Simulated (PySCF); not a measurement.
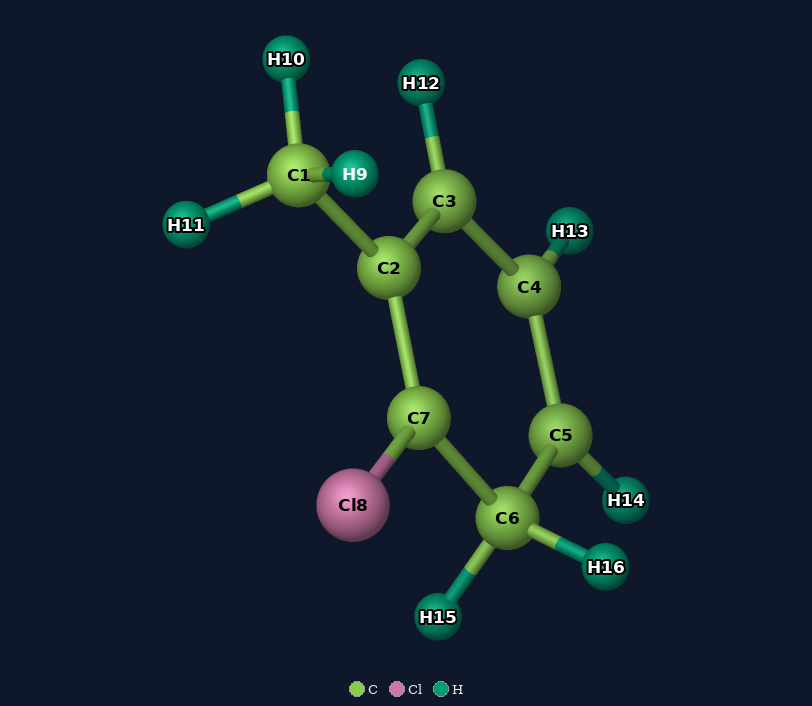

The species is neutral and a spin doublet. The geometry was computed by an optimisation with GFN2-xTB. No frequency run is at hand to confirm it as a minimum. Method: UKS B3LYP, pcH-1 on C Cl H, non-relativistic (PySCF 2.14.0).

Give the isotropic hyperfine couplings (Fermi-contact term alone) of C1, C2, C3, C4, C5, C6, C7, Cl8, H9, H10, H11, H12, H13, H14, H15, H16.

| atom | isotope | a_iso (MHz) |
| --- | --- | --- |
| C1 | 13C | 4.8 |
| C2 | 13C | −37.9 |
| C3 | 13C | 47.1 |
| C4 | 13C | −35.6 |
| C5 | 13C | 35.9 |
| C6 | 13C | −33.9 |
| C7 | 13C | 47.5 |
| Cl8 | 35Cl | 1.7 |
| H9 | 1H | −15.2 |
| H10 | 1H | −1.7 |
| H11 | 1H | −15.1 |
| H12 | 1H | −35.4 |
| H13 | 1H | 9.5 |
| H14 | 1H | −26.9 |
| H15 | 1H | 149.0 |
| H16 | 1H | 148.9 |
